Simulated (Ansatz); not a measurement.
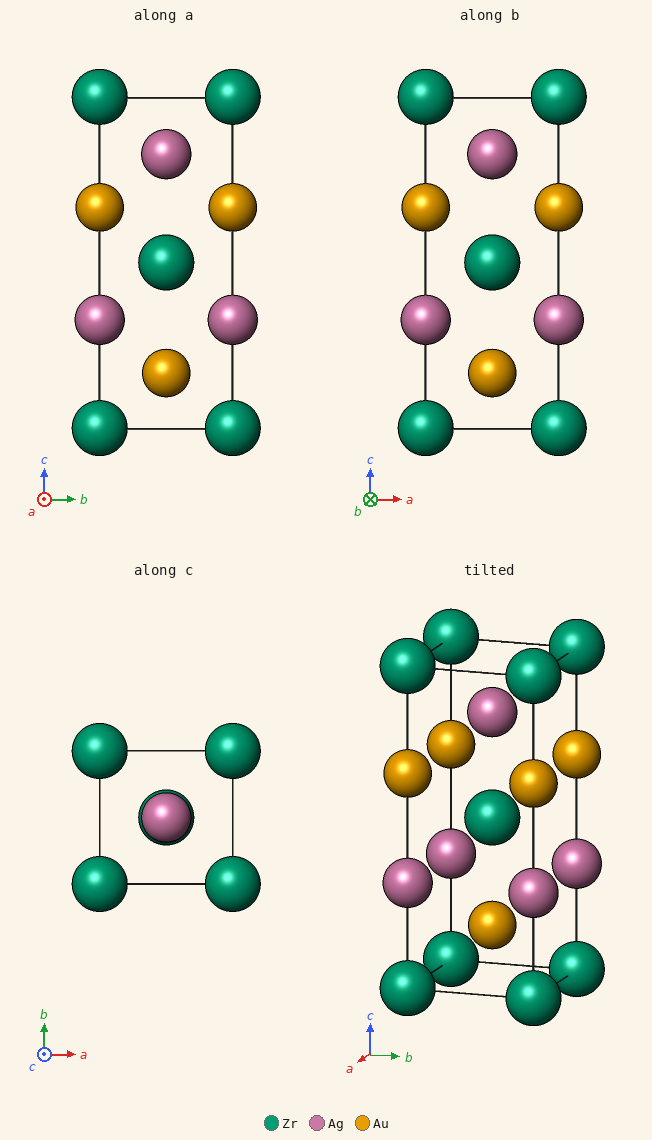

This spheres-only model is shown along the a axis, along the b axis, along the c axis and slightly off an axis. Lines trace the edges of the conventional unit cell.

Lattice parameters: a = 3.532 Å, b = 3.532 Å, c = 8.793 Å, α = 90.00°, β = 90.00°, γ = 90.00°.

Q: Record the structure as a table of Wyckoff sites, with free fractional coordinates to two decimals.

A: Space group I4mm (No. 107).
```json
{"atom": "Zr", "site": "2a", "x": "0.00", "y": "0.00", "z": "0.00"}
{"atom": "Ag", "site": "2a", "x": "0.00", "y": "0.00", "z": "0.33"}
{"atom": "Au", "site": "2a", "x": "0.50", "y": "0.50", "z": "0.17"}
```

The cell started as a structure type filled with these elements by a generator (whether the compound takes this form wasn't checked). The geometry was optimised with Ansatz 0.2.0, DFT PBEsol, scalar-relativistic, plane waves, PAW.
